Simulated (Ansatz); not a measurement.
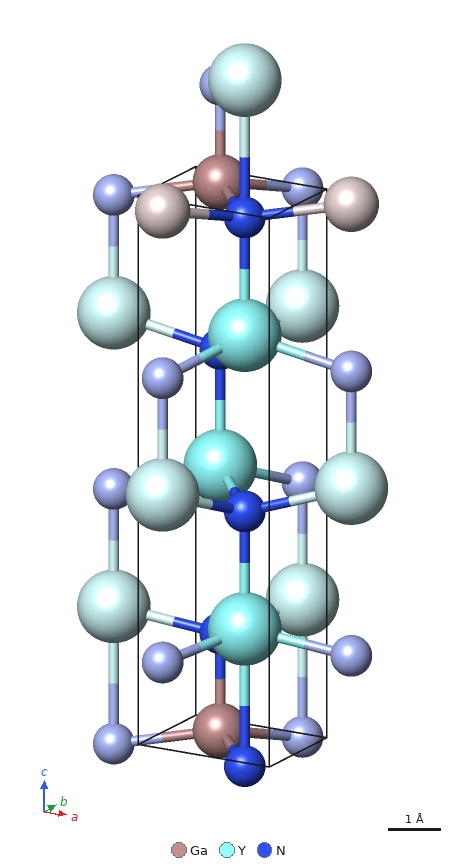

The figure gives a ball-and-stick picture of the atoms, viewed slightly off an axis. The conventional unit cell is outlined; an atom on or near a face, edge or corner is repeated at each equivalent position. Every bond is drawn to its end, so some atoms lie outside the box, in fainter colours.

Y$_{3}$GaN$_{4}$, space group P3m1 (No. 156), a = 3.751 Å, b = 3.751 Å, c = 10.781 Å, α = 90.00°, β = 90.00°, γ = 120.00°. Source of the structure: a structure type filled with these elements by a generator (whether the compound takes this form wasn't checked). Earlier steps of the study, as a rule a relaxation of our own, may have changed the cell and positions, so they can lie some per cent off the listed ones. It was run through Ansatz as a DFT input.

This one geometry was computed with Ansatz (DFT, plane waves, PAW) at five levels of theory: r2SCAN, PBE, HSE06, PBE0 and PBE with spin-orbit coupling. It was relaxed beforehand with r2SCAN.

Q: Which level gives the highest pressure at this volume, and what does that say about its equilibrium volume?

A: Highest: PBE (1.6 GPa) and PBE with spin-orbit coupling (1.6 GPa), which points to the largest equilibrium volume. Lowest, with the smallest volume: HSE06 (-1.0 GPa) and PBE0 (-1.0 GPa). Levels within 0.5 GPa of each other can't be told apart.

Q: How does the band gap change with the level of theory?

A: PBE with spin-orbit coupling: a gap of 0.89 eV, indirect; PBE: a gap of 0.90 eV, indirect; r2SCAN: a gap of 1.15 eV, indirect; HSE06: a gap of 1.80 eV, indirect; PBE0: a gap of 2.47 eV, indirect.

Q: Collect the results in a table.

A:
| level | cutoff (eV) | k-mesh of the run's cell | gap (eV) | pressure (GPa) |
| --- | --- | --- | --- | --- |
| r2SCAN | 500 | 12×12×4 | 1.15 | 0.0 |
| PBE | 420 | 12×12×4 | 0.90 | 1.6 |
| HSE06 | 420 | 6×6×2 | 1.80 | -1.0 |
| PBE0 | 420 | 6×6×2 | 2.47 | -1.0 |
| PBE with spin-orbit coupling | 420 | 12×12×4 | 0.89 | 1.6 |

Gaps are taken on the k-mesh or band path of each run.
